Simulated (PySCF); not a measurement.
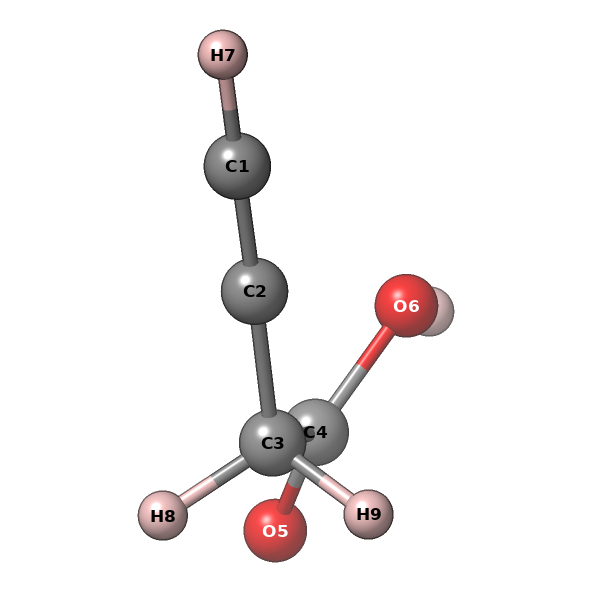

C4 lies behind C3. The molecule seen a little off the C3–C4 bond, C3 in front. Depth is shown by fading: the farther an atom, the more it takes the colour of the background. The computed structure is the end point of a PBE0-D3(BJ)/def2-SVP optimisation. No frequency run is at hand to confirm it as a minimum.

Q: What is the torsion angle C2–C3–C4–O6? The sign is positive where the front bond must turn clockwise to cover the back bond.

A: 32°, synclinal (gauche).
